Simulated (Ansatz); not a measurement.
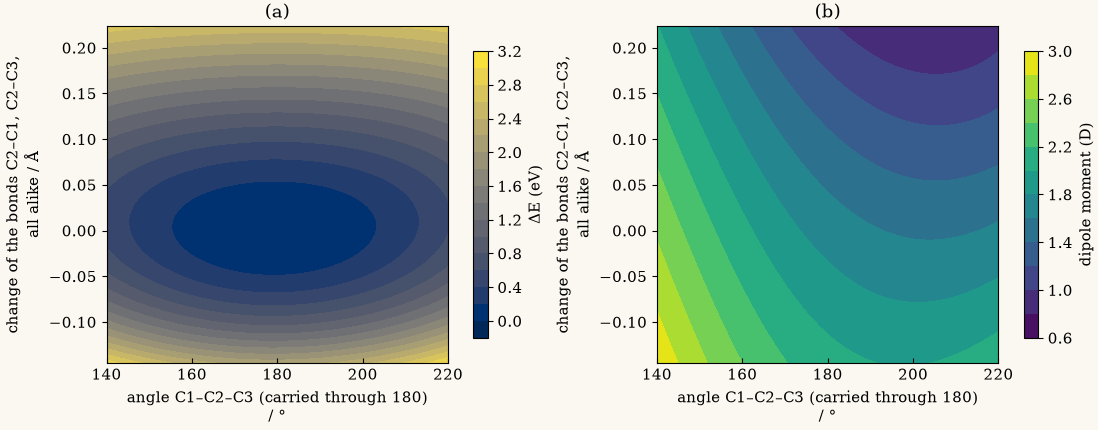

C₃H₂Se, SMILES C#CC=[Se]. The first coordinate is: angle C1–C2–C3 (carried through 180); the second: change of the bonds C2–C1, C2–C3, all alike. Nothing is relaxed (all other coordinates rigid). The grid has 11 × 11 points. Points are written as (first, second). All energies are given in eV relative to the relaxed molecule at the same level. Theory: Ansatz 0.2.0, RKS wB97M-V/def2-SVP.

Panel (a) is the energy; panel (b) is the computed dipole moment, in D.

Drawn: filled contours. Between grid points the surface is interpolated.

Q: How does the dipole moment vary over the map, and what is it at the lowest grid point?

A: Leaving out the highest fifth of the energies, it runs from 0.94 D at (204°, 0.187 Å) to 2.85 D at (140°, −0.108 Å). At the lowest grid point, (180°, 0.003 Å), it is 1.70 D.

```
second ↓, first →   140   148   156   164   172   180   188   196   204   212   220
            0.224  2.01  1.77  1.55  1.35  1.18  1.03  0.91  0.83  0.80  0.83  0.91
            0.187  2.10  1.87  1.66  1.46  1.30  1.16  1.05  0.97  0.94  0.96  1.03
            0.150  2.20  1.97  1.76  1.57  1.41  1.28  1.18  1.11  1.08  1.09  1.15
            0.113  2.29  2.06  1.86  1.68  1.52  1.40  1.30  1.24  1.21  1.22  1.27
            0.076  2.38  2.16  1.95  1.78  1.63  1.50  1.41  1.36  1.33  1.34  1.39
            0.040  2.47  2.25  2.04  1.87  1.72  1.61  1.52  1.47  1.45  1.46  1.50
            0.003  2.56  2.34  2.13  1.96  1.82  1.70  1.62  1.58  1.56  1.57  1.62
           −0.034  2.66  2.43  2.22  2.05  1.91  1.80  1.73  1.68  1.67  1.69  1.74
           −0.071  2.75  2.52  2.31  2.14  2.00  1.89  1.82  1.79  1.78  1.81  1.86
           −0.108  2.85  2.61  2.40  2.23  2.09  1.99  1.92  1.89  1.89  1.92  1.99
           −0.145  2.96  2.71  2.49  2.32  2.18  2.08  2.02  1.99  2.00  2.04  2.12
```
